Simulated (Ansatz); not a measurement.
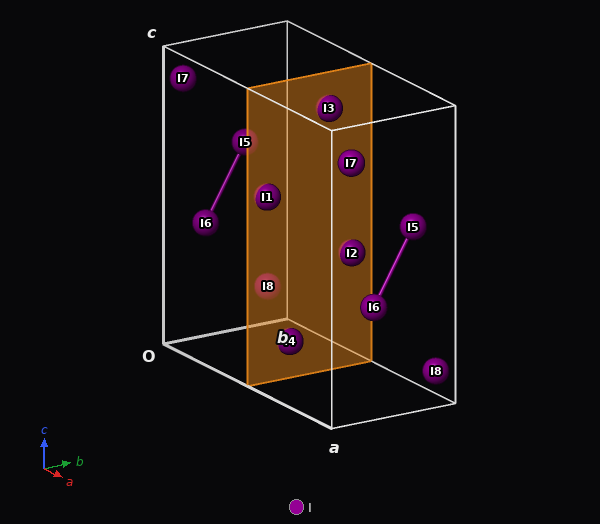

The shaded plane is a symmetry element of the crystal. Crystal: I, the end point of a relaxation at fixed volume with Ansatz 0.2.0, DFT PBE, spin-orbit coupling, plane waves, PAW. All values are computed from the atomic coordinates in the standard setting (tolerance 0.002 Å).

a = 9.900 Å, b = 4.626 Å, c = 9.918 Å, α = 90.00°, β = 90.00°, γ = 90.00°.

```json
{"atom": "I1", "x": "0.5000", "y": "0.1589", "z": "0.6223"}
{"atom": "I2", "x": "0.5000", "y": "0.8411", "z": "0.3777"}
{"atom": "I3", "x": "0.5000", "y": "0.6589", "z": "0.8777"}
{"atom": "I4", "x": "0.5000", "y": "0.3411", "z": "0.1223"}
{"atom": "I5", "x": "0.0000", "y": "0.6589", "z": "0.6223"}
{"atom": "I6", "x": "0.0000", "y": "0.3411", "z": "0.3777"}
{"atom": "I7", "x": "0.0000", "y": "0.1589", "z": "0.8777"}
{"atom": "I8", "x": "0.0000", "y": "0.8411", "z": "0.1223"}
```

Is it a mirror or a glide plane, and what is the operation?

Answer. It is a mirror plane, parallel to (1 0 0), through (1/2, 1/2, 1/2): x, y, z → −x+1, y, z.

Onto which atom does it carry each atom (up to whole multiples of a, b and c)?

Answer. I1 → I1, I2 → I2, I3 → I3, I4 → I4, I5 → I5, I6 → I6, I7 → I7, I8 → I8.

What is the crystal's space group?

Answer. Cmce, No. 64.
